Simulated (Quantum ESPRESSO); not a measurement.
# Aluminum (Fm-3m): electron-phonon coupling, part 3 of 3

How strong is the electron-phonon coupling in Aluminum (Fm-3m)?

Quantum ESPRESSO 7.5; DFT LDA, scalar-relativistic, plane waves, PseudoDojo norm-conserving pseudopotentials.

So far. Step 7 (Linear response on the mesh): The acoustic modes at Γ come out as far as 0.2 cm⁻¹ from zero, where they should vanish, a small numerical error. Step 9 (Dispersion): All branches are real along the path. The relaxed cell has a = 3.978 Å (conventional setting).

### 10. Sums over the zone

Sums over the zone need many more wavevectors than were solved, so the interpolation is sampled on a dense mesh.

matdyn.in reads:

```
&INPUT
  asr    = 'crystal'
  flfrc  = 'x.fc'
  dos    = .true.
  fldos  = 'x.dos'
  nk1    = 20
  nk2    = 20
  nk3    = 20
  deltaE = 1.0
  la2F   = .true.
/
```

Launch:

```console
matdyn.x -in matdyn.in > matdyn.out
```

Numbers of over 12 decimals in the logs are rounded to 6 here.

The program printed:

```text
[banner, memory and clock lines left out]
Program MATDYN v.7.5

 mass for atomic type   1 not given; uses mass from file x.fc
 Norm of the difference between old and new effective charges:    0.000000

 Norm of the difference between old and new force-constants:   1.29905e-08

     Message from routine matdyn:
     Z* not found in file x.fc, TO-LO splitting at q=0 will be absent!
 Norm of the difference between old and new effective charges:    0.000000

 Norm of the difference between old and new force-constants:   2.16506e-09

 Norm of the difference between old and new effective charges:    0.000000

 Norm of the difference between old and new force-constants:   1.27501e-05

 Norm of the difference between old and new effective charges:    0.000000

 Norm of the difference between old and new force-constants:   5.59019e-05

 Norm of the difference between old and new effective charges:    0.000000

 Norm of the difference between old and new force-constants:   0.000101738

 Norm of the difference between old and new effective charges:    0.000000

 Norm of the difference between old and new force-constants:   0.000155768

 Norm of the difference between old and new effective charges:    0.000000

 Norm of the difference between old and new force-constants:   0.000213179

 Norm of the difference between old and new effective charges:    0.000000

 Norm of the difference between old and new force-constants:   0.000274171

 Norm of the difference between old and new effective charges:    0.000000

 Norm of the difference between old and new force-constants:   0.000347911

 Norm of the difference between old and new effective charges:    0.000000

 Norm of the difference between old and new force-constants:   0.000442712

 Norm of the difference between old and new effective charges:    0.000000

 Norm of the difference between old and new force-constants:   0.000560286

Note: The following floating-point exceptions are signalling: IEEE_UNDERFLOW_FLAG
```

It took 53 s on 1 thread of Intel Xeon at 2.50GHz (Skylake/Cascade Lake), shared host.

This step gave:

* share of modes beyond 3i cm⁻¹ on the dense interpolated mesh: 0
* electron-phonon coupling constant: 0.393
* logarithmic mean frequency weighted by the coupling: 330.2 K
* zero-point energy per atom: 40.16 meV
* heat capacity at 300 K: 22.69 J/(mol atoms K)
* vibrational entropy at 300 K: 26.45 J/(mol atoms K)

The phonon density of states has structure finer than the step of the table below, so its rows give means over 25 cm⁻¹, whole bins alone (the curve runs from 0 to 330 cm⁻¹). Peaks (cm⁻¹: height): 200.0: 0.0215, 300.0: 0.0284.

Tetrahedra. Table of phonon density of states by wavenumber; means over each step:

| wavenumber (cm⁻¹) | phonon density of states (1/cm⁻¹/cell) |
| --- | --- |
| 25 | 9.1e-5 |
| 50 | 4.9e-4 |
| 75 | 0.00128 |
| 100 | 0.00278 |
| 125 | 0.00602 |
| 150 | 0.0153 |
| 175 | 0.0189 |
| 200 | 0.0189 |
| 225 | 0.0109 |
| 250 | 0.00992 |
| 275 | 0.00832 |
| 300 | 0.0222 |

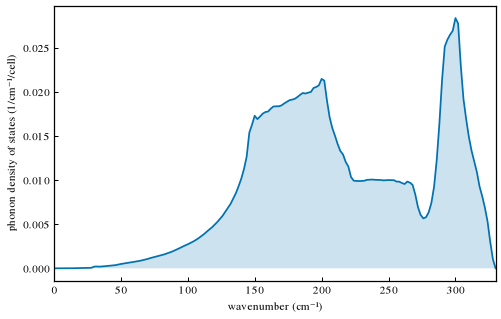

Phonon density of states against wavenumber.

Harmonic thermodynamic functions per atom, summed over the density of states scaled to three modes an atom; melting is ignored. Thermodynamic functions:

| T (K) | F_vib (meV/atom) | S (J/mol-atom/K) | C_V (J/mol-atom/K) |
| --- | --- | --- | --- |
| 0 | 40.16 | 0 | 0 |
| 50 | 40.04 | 1.021 | 3.291 |
| 100 | 38.31 | 6.14 | 12.19 |
| 200 | 25.76 | 17.68 | 20.3 |
| 300 | 2.67 | 26.45 | 22.69 |
| 400 | -28.34 | 33.12 | 23.64 |
| 500 | -65.53 | 38.45 | 24.09 |
| 600 | -107.7 | 42.87 | 24.35 |
| 700 | -154.2 | 46.63 | 24.5 |
| 800 | -204.2 | 49.91 | 24.61 |
| 900 | -257.5 | 52.82 | 24.68 |
| 1000 | -313.6 | 55.42 | 24.73 |

λ by broadening:

| broadening (Ry) | lambda | N(E_F) (states/spin/Ry/cell) | ω_log (K) |
| --- | --- | --- | --- |
| 0.005 | 0.4161 | 2.5 | 346.9 |
| 0.01 | 0.3858 | 2.611 | 329.6 |
| 0.015 | 0.3885 | 2.643 | 329.5 |
| 0.02 | 0.393 | 2.649 | 330.2 |
| 0.025 | 0.3937 | 2.651 | 329.8 |
| 0.03 | 0.3937 | 2.654 | 328.5 |
| 0.035 | 0.3944 | 2.656 | 327 |
| 0.04 | 0.3958 | 2.659 | 325.6 |
| 0.045 | 0.3974 | 2.66 | 324.3 |
| 0.05 | 0.3992 | 2.662 | 323.3 |

Gaussian broadening 0.02 Ry. Alpha^2 F against phonon energy; read off at these points:

| phonon energy (meV) | alpha^2 F |
| --- | --- |
| 2.0 | 0 |
| 4.0 | 2.0e-4 |
| 6.0 | 6.9e-4 |
| 8.0 | 0.00190 |
| 10.0 | 0.00423 |
| 12.0 | 0.00872 |
| 14.0 | 0.0162 |
| 16.0 | 0.0302 |
| 18.0 | 0.0783 |
| 20.0 | 0.109 |
| 22.0 | 0.149 |
| 24.0 | 0.219 |
| 25.0 | 0.274 |
| 26.0 | 0.194 |
| 28.0 | 0.172 |
| 30.0 | 0.208 |
| 32.0 | 0.240 |
| 33.0 | 0.255 |
| 34.0 | 0.172 |
| 36.0 | 0.687 |
| 37.3 | 0.796 |
| 38.0 | 0.489 |
| 40.0 | 0.155 |

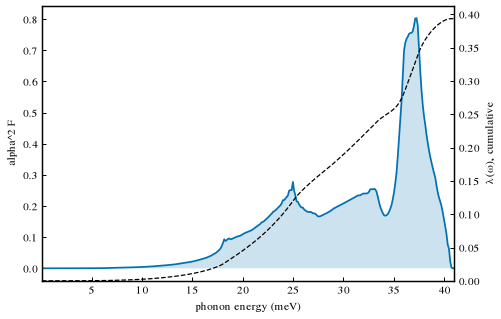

Alpha^2 F against phonon energy. The dashed line is the running λ.

At 300 K the heat capacity has reached 91 % of the Dulong-Petit value.

### 11. Results

```json
{
 "space group after relaxation": "Fm-3m",
 "volume per atom": "15.7 Å³",
 "q mesh": "4×4×4",
 "lowest mode on the q mesh (acoustic ones at the zone centre apart)": "115.3 cm⁻¹",
 "zero-point energy per atom": "40.2 meV",
 "heat capacity at 300 K": "22.7 J/(mol atoms K)",
 "vibrational entropy at 300 K": "26.4 J/(mol atoms K)",
 "coupling constant for broadenings of 0.01 to 0.04 Ry": "0.39 to 0.40",
 "logarithmic mean frequency over the same range": "326 to 330 K",
 "imaginary modes on the q mesh": "none"
}
```

In words: λ is about 0.39 and holds within 15 % over the middle broadenings, a weak coupling. Aluminum (Fm-3m) is dynamically stable on the 4×4×4 mesh; its spectrum reaches 329 cm⁻¹. These are harmonic frequencies at zero temperature: anharmonic shifts and linewidths and thermal expansion are left out. In a metal the frequencies hang on the k mesh and the smearing, most of all near Kohn anomalies.

[Host names and launcher messages were left out of these logs when they were recorded.]

[Logs are printed without paths, hosts, clocks, repeated set-up lines and the standing remarks that a program may print on its own settings, such as how far it seeks lower states.]

[Hosts, paths, dates, database ids (printed as entryN), source tags and the programs' standing remarks are cut or masked in the printed files.]
